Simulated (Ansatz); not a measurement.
System: NaLaMnMoO$_{6}$.

Input

```
crystal:
  lattice:
    - [-2.72294, 2.72294, 3.89889]
    - [2.72294, -2.72294, 3.89889]
    - [2.72294, 2.72294, -3.89889]
  atoms:
    - { symbol: Na, position: [0.25, 0.75, 0.5] }
    - { symbol: La, position: [0.75, 0.25, 0.5] }
    - { symbol: Mn, position: [0.5, 0.5, 0.0], spin: 4.0 }
    - { symbol: Mo, position: [0.0, 0.0, 0.0], spin: 1.0 }
    - { symbol: O, position: [0.20766, 0.29607, 0.50371] }
    - { symbol: O, position: [0.29605, 0.79234, 0.08841] }
    - { symbol: O, position: [0.79236, 0.70395, 0.49629] }
    - { symbol: O, position: [0.70393, 0.20764, 0.91159] }
    - { symbol: O, position: [0.25194, 0.25194, 0.0] }
    - { symbol: O, position: [0.74806, 0.74806, 0.0] }
hamiltonian:
  xc: pbe
  pseudopotentials: { kind: paw }
magnetization:
  spin_polarized: true
kpoints:
  mp_grid: { grid: [7, 7, 7] }
scf:
  occupations: { method: fermi_dirac, width: 0.05 }
  n_extra_bands: 25
output:
  forces: true
  stress: true
  eigenvalues: true
  dos: { projected: true, de: 0.05, nscf_kmesh: { grid: [11, 11, 11] } }
  write_density: true
  write_potential: true
  elf: true
  volumetric_format: npy
```

Command:

```sh
ansatz run input.yaml --threads 8 --pin off --max-ram 20480MiB --backend cpu --events-out ev --progress --plain --runs-dir out
```

Below, planes, directions and counts refer to the conventional cell (a = 5.45 Å, b = 5.45 Å, c = 7.80 Å, α = 90.00°, β = 90.00°, γ = 90.00°).

Space group I-4; a generated structure, not necessarily the stable one; the program warned that a starting moment wasn't kept; spin-polarised.

Method: Kohn-Sham DFT of a periodic cell, PBE, Ansatz PAW in Ansatz.

> What will maps of the valence pseudo-density, electron localisation function and spin density show?

Mn–O (1.93 Å): ρ at the midpoint is about 0.68 e/Å³; the ELF peaks at about 0.85 in the valence shell of O, 0.6 Å from its nucleus, and is about 0.20 at the midpoint; no shared electron pair shows on this line.
Mo–O (1.96 Å): the density is about 0.9 e/Å³ at the midpoint; the ELF peaks at about 0.80 in the valence shell of O, 0.6 Å from its nucleus, and drops to about 0.20 between the two atoms (no localised pair shows between them).
Na–O (2.72 Å): ρ at the midpoint is about 0.08 e/Å³, with its minimum of 0.06 e/Å³ about 1.2 Å from Na; the ELF is about 0.10 at the midpoint; no shared electron pair shows on this line.
La–O (2.72 Å): ρ at the midpoint is about 0.23 e/Å³; the ELF is about 0.15 at the midpoint: no localised pair shows between them.
The spin density sits on Mn: +2.2 μB (×2) in one cell of 20 atoms, with smaller moments on other sites: Mo (up to −0.37 μB): parallel moments on the main sites in this solution. The cell of the calculation (10 atoms) carries 2.0 μB of net spin moment.

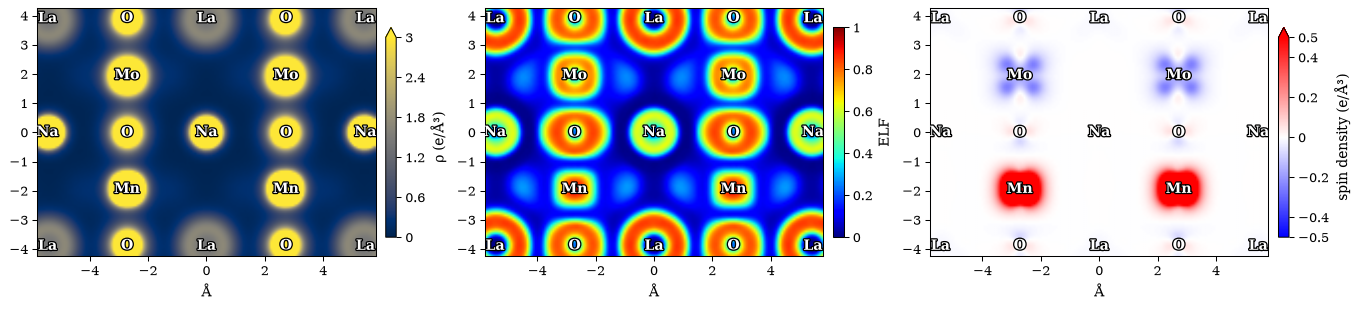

Computed valence pseudo-density, electron localisation function and spin density on the (100) plane of the conventional cell, in this order. 

Core electrons are frozen (PAW), and the valence fields are smoothed inside the atomic spheres.
